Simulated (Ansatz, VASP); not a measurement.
# CdTe in two plane-wave programs, part 2 of 2

Aim: how closely do two programs agree when they are given the same cell, functional and k mesh? The cell is taken from a series of VASP runs on this material, whose earlier steps may have relaxed, scaled or displaced it; both programs get it as it stands. Other levels of theory on this material are compared in a session of their own. Valence electrons are named where the data sets of a main pair hold unlike numbers.

VASP 6.6.1 and Ansatz 0.2.0.

So far: The starting structure; Ansatz: band structure, r2SCAN, spin-orbit coupling; VASP: band structure, r2SCAN, spin-orbit coupling.

## Step 3: VASP: band structure, r2SCAN, spin-orbit coupling (continued)

Level of this step: r2SCAN, spin-orbit coupling; plane waves and PAW (Te, Cd) (VASP).

Numbers of over 12 decimals in the logs are rounded to 6 here.

OUTCAR, selected parts (step 3):

```text
ion  position               nearest neighbor table
   1  0.750  0.750  0.750-   2 2.81   2 2.81   2 2.81   2 2.81
   2  0.000  0.000  0.000-   1 2.81   1 2.81   1 2.81   1 2.81

  LATTYP: Found a face centered cubic cell.
 ALAT       =     6.4800000000

 Subroutine GETGRP returns: Found 24 space group operations
 (whereof 24 operations were pure point group operations)

The static configuration has the point symmetry T_d .

 Found     22 irreducible k-points:

   k-points           NKPTS =     22   k-points in BZ     NKDIM =     22   number of bands    NBANDS=     30

   dimension x,y,z NGX =    28 NGY =   28 NGZ =   28
   dimension x,y,z NGXF=    56 NGYF=   56 NGZF=   56

   ENCUT  =  350.0 eV  25.72 Ry    5.07 a.u.   6.99  6.99  6.99*2*pi/ulx,y,z

   NELECT =      18.0000    total number of electrons

 k-points in reciprocal lattice and weights: Automatic mesh
   0.00000000  0.00000000  0.00000000       0.005
   0.16666667  0.00000000  0.00000000       0.019
  -0.16666667  0.00000000  0.00000000       0.019
   0.33333333  0.00000000  0.00000000       0.019
  -0.33333333  0.00000000  0.00000000       0.019
   0.50000000  0.00000000  0.00000000       0.019
   0.16666667  0.16666667  0.00000000       0.028
   0.33333333  0.16666667  0.00000000       0.056
  -0.33333333 -0.16666667  0.00000000       0.056
[...]
-0.33333333  0.33333333  0.16666667       0.111
  -0.33333333  0.50000000  0.16666667       0.056

 average (electrostatic) potential at core
       1 -96.2848       2 -44.5866

 E-fermi :   2.5432

 k-point     1 :       0.0000    0.0000    0.0000
  band No.  band energies     occupation
    ...
     14       1.5606      1.00000
     15       2.3751      1.00000
     16       2.3751      1.00000
     17       2.3751      1.00000
     18       2.3751      1.00000
     19       3.3786      0.00000
     20       3.3786      0.00000
     21       6.9116      0.00000
     22       6.9116      0.00000
     23       7.2344      0.00000
    ...

 k-point     2 :       0.1667    0.0000    0.0000
  band No.  band energies     occupation
    ...
     14       0.3591      1.00000
     15       1.6495      1.00000
     16       1.6495      1.00000
     17       2.1260      1.00000
     18       2.1438      1.00000
     19       4.4032      0.00000
     20       4.4032      0.00000
     21       7.2172      0.00000
     22       7.2172      0.00000
     23       7.3898      0.00000
    ...

 k-point     3 :      -0.1667    0.0000    0.0000
  band No.  band energies     occupation
    ...
     14       0.3591      1.00000
     15       1.6495      1.00000
     16       1.6495      1.00000
     17       2.1260      1.00000
     18       2.1438      1.00000
     19       4.4032      0.00000
     20       4.4032      0.00000
     21       7.2172      0.00000
     22       7.2172      0.00000
     23       7.3898      0.00000
    ...

  Total        0.5919886      0.5919886      0.5919886     -0.0000000      0.0000000      0.0000000
  in kB       13.9430863     13.9430863     13.9430863     -0.0000000      0.0000000      0.0000000
  external PRESSURE =      13.9430863 kB  Pullay stress =       0.0000000 kB

  energy-cutoff  :      350.00
  volume of cell :       68.02
      direct lattice vectors                 reciprocal lattice vectors
     0.000000000  3.240000000  3.240000000    -0.154320988  0.154320988  0.154320988
     3.240000000  0.000000000  3.240000000     0.154320988 -0.154320988  0.154320988
     3.240000000  3.240000000  0.000000000     0.154320988  0.154320988 -0.154320988

 POSITION                                       TOTAL-FORCE (eV/Angst)
 -----------------------------------------------------------------------------------
      4.86000      4.86000      4.86000        -0.000000     -0.000000     -0.000000
      0.00000      0.00000      0.00000         0.000000      0.000000      0.000000
 -----------------------------------------------------------------------------------
    total drift:                                0.000000      0.000000      0.000000

  FREE ENERGIE OF THE ION-ELECTRON SYSTEM (eV)
  ---------------------------------------------------
  free  energy   TOTEN  =       -46.7411597813 eV

  energy  without entropy=      -46.7411597813  energy(sigma->0) =      -46.74115978

 Spin-Orbit-Coupling matrix elements
 Ion:    1  E_soc:     -0.1792368
 Ion:    2  E_soc:     -0.0579470

 total charge
# of ion       s       p       d       tot
------------------------------------------
    1        1.351   2.113   0.021   3.485
    2        0.452   0.315   9.532  10.299
--------------------------------------------------
tot          1.803   2.428   9.553  13.784

 magnetization (x)
# of ion       s       p       d       tot
------------------------------------------
    1        0.000   0.000   0.000   0.000
    2       -0.000   0.000   0.000   0.000
--------------------------------------------------
tot         -0.000   0.000   0.000   0.000

 magnetization (y)
# of ion       s       p       d       tot
------------------------------------------
    1        0.000   0.000   0.000   0.000
    2        0.000   0.000   0.000   0.000
--------------------------------------------------
tot          0.000   0.000   0.000   0.000

 magnetization (z)
# of ion       s       p       d       tot
------------------------------------------
    1        0.000   0.000   0.000   0.000
    2       -0.000  -0.000   0.000  -0.000
--------------------------------------------------
tot         -0.000  -0.000   0.000  -0.000

[... 3 further parts left out ...]
```

The run ends at a pressure of 1.39 GPa.

## Step 4: Comparison

Known differences besides the potentials themselves: spin-orbit coupling enters by fully relativistic files in Ansatz and inside the spheres in VASP; VASP keeps PBE cores, Ansatz makes them for the functional; the data sets hold 36 valence electrons in Ansatz (on its fully relativistic PAW (standard-fr) files) and 18 in VASP; the cutoff is 500 eV in Ansatz and 350 eV in VASP. Total energies have different zeros and are not compared.

Both answers:

```csv
quantity,Ansatz,VASP,difference
pressure (GPa),1.57,1.39,+0.18
gap over the path points (eV),1.018,1.004,+0.014
```

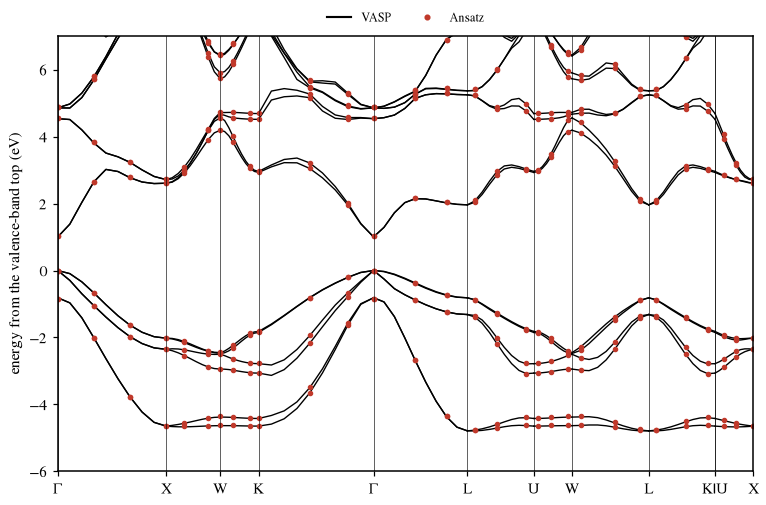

Bands from VASP (lines) and levels from Ansatz (dots). Dots without a line are higher empty bands that the VASP plot leaves out.

Levels at points of the path, from each program's valence-band top (eV; 8 filled, then empty):

```csv
k (reciprocal lattice),Ansatz,VASP
0.000 0.000 0.000,-8.40 -8.40 -0.84 -0.84 0.00 0.00 0.00 0.00 1.02 1.02 4.55 4.55 4.89 4.89,-8.35 -8.35 -0.81 -0.81 0.00 0.00 0.00 0.00 1.00 1.00 4.54 4.54 4.86 4.86
0.167 0.000 0.167,-8.36 -8.36 -2.01 -2.01 -1.05 -1.05 -0.67 -0.67 2.65 2.65 3.83 3.83 5.71 5.71,-8.31 -8.31 -2.01 -2.01 -1.05 -1.05 -0.67 -0.67 2.65 2.65 3.81 3.81 5.69 5.69
0.333 0.000 0.333,-8.18 -8.18 -3.77 -3.77 -1.98 -1.98 -1.62 -1.62 2.79 2.79 3.24 3.24 7.50 7.50,-8.14 -8.14 -3.78 -3.78 -1.98 -1.98 -1.63 -1.63 2.77 2.77 3.23 3.23 7.50 7.50
0.500 0.000 0.500,-7.92 -7.92 -4.63 -4.63 -2.35 -2.35 -2.01 -2.01 2.62 2.62 2.73 2.73 9.01 9.01,-7.88 -7.88 -4.65 -4.65 -2.35 -2.35 -2.02 -2.02 2.61 2.61 2.71 2.71 9.04 9.04
0.500 0.083 0.583,-7.94 -7.87 -4.66 -4.55 -2.54 -2.37 -2.14 -2.11 2.92 2.97 3.00 3.10 8.24 8.40,-7.90 -7.83 -4.67 -4.57 -2.54 -2.37 -2.15 -2.12 2.91 2.96 2.99 3.09 8.24 8.40
0.500 0.194 0.694,-7.93 -7.80 -4.63 -4.39 -2.88 -2.49 -2.40 -2.40 3.91 4.19 4.21 4.23 6.38 6.50,-7.89 -7.76 -4.64 -4.41 -2.88 -2.50 -2.41 -2.41 3.91 4.18 4.20 4.22 6.37 6.49
0.500 0.250 0.750,-7.93 -7.79 -4.62 -4.36 -2.95 -2.49 -2.47 -2.44 4.18 4.57 4.67 4.73 5.74 5.92,-7.89 -7.75 -4.64 -4.38 -2.95 -2.50 -2.48 -2.45 4.19 4.56 4.67 4.72 5.73 5.90
0.458 0.292 0.750,-7.94 -7.80 -4.62 -4.37 -2.98 -2.63 -2.31 -2.22 3.83 4.01 4.56 4.73 6.16 6.27,-7.89 -7.76 -4.64 -4.39 -2.98 -2.64 -2.32 -2.23 3.83 4.00 4.56 4.72 6.15 6.26
0.403 0.347 0.750,-7.95 -7.82 -4.63 -4.40 -3.05 -2.75 -1.92 -1.87 3.06 3.12 4.52 4.70 7.21 7.28,-7.91 -7.78 -4.65 -4.42 -3.05 -2.77 -1.93 -1.88 3.05 3.10 4.52 4.70 7.20 7.27
0.375 0.375 0.750,-7.96 -7.82 -4.64 -4.40 -3.06 -2.77 -1.85 -1.81 2.94 2.98 4.51 4.69 7.52 7.54,-7.91 -7.78 -4.65 -4.42 -3.07 -2.78 -1.85 -1.82 2.93 2.96 4.52 4.69 7.51 7.52
```

Among the levels compared at these points, filled levels agree within 48 meV and empty ones within 35 meV. Ansatz's pressure holds a Pulay correction of 0.04 GPa; VASP's holds none.

## Step 5: What came out

```yaml
largest_difference_of_a_filled_level_at_the_path_points_band_structure_r2scan_spin_orbit_coupling: 48 meV
```

In words: The largest difference of a filled level at the path points is 48 meV (band structure, r2SCAN, spin-orbit coupling), within the 80 meV picked in this series as the mark of a large difference. The data sets hold unlike numbers of valence electrons (36 in Ansatz and 18 in VASP), so part of the differences comes from the potentials. 7 further runs of this series are not shown here. How closely two codes agree says nothing of how well the functional describes the real material.

[Lines on the potential files, build, host, timing and source positions are cut from VASP's logs without a mark.]

[Logs are printed without paths, hosts, clocks, repeated set-up lines and the standing remarks that a program may print on its own settings, such as how far it seeks lower states.]

[Hosts, paths, dates, database ids (printed as entryN), source tags and the programs' standing remarks are cut or masked in the printed files.]
